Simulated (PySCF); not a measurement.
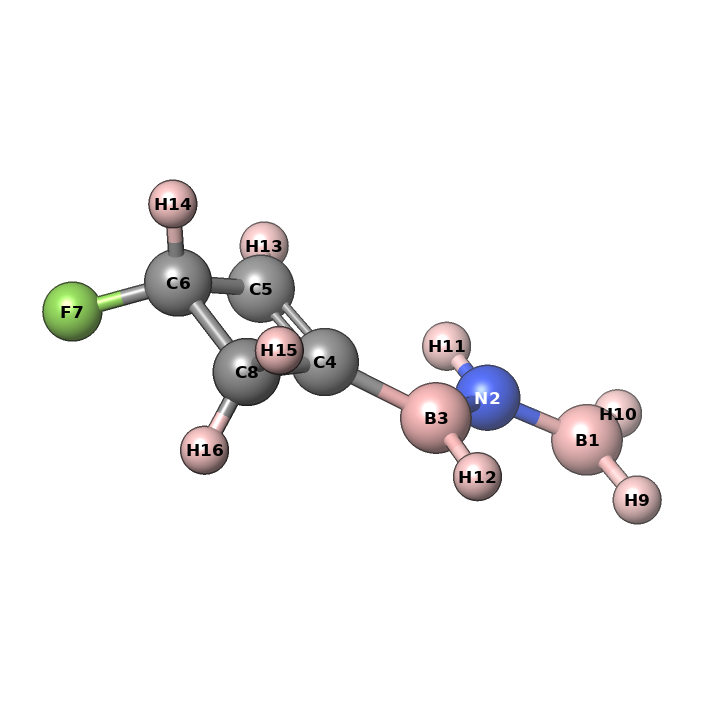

Distant atoms are faded towards the background colour. The computed structure is the end point of a GFN2-xTB optimisation. No frequency run is at hand to confirm it as a minimum.

Which atoms or bonds are stereogenic?

Centres: C6.

Give the R/S and E/Z labels.

C6: S (priorities F7 > C5 > C8 > H14).
